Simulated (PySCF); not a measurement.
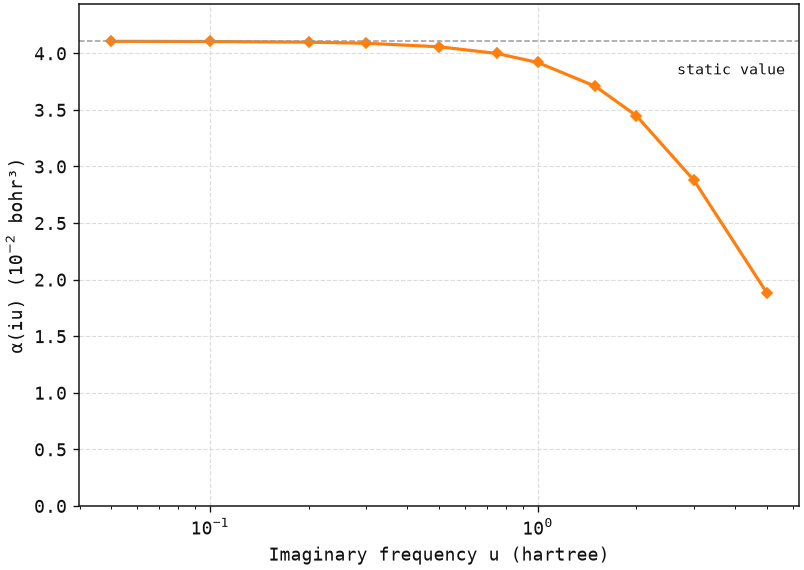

Dipole polarisability at imaginary frequency of Be²⁺ (1s²). Coupled response at the M06 level; PySCF, aug-cc-pVTZ-DK, spin-free X2C-1e, unrestricted single determinants, no spin-orbit coupling.

Question: Give the static polarisability, its fall-off and C₆.

Answer: The static dipole polarisability is 0.0411 bohr³; α(iu) falls to half of it near u = 4.6 hartree. The Casimir–Polder integral gives C₆ = 5.82×10⁻³ hartree bohr⁶ for two such species.
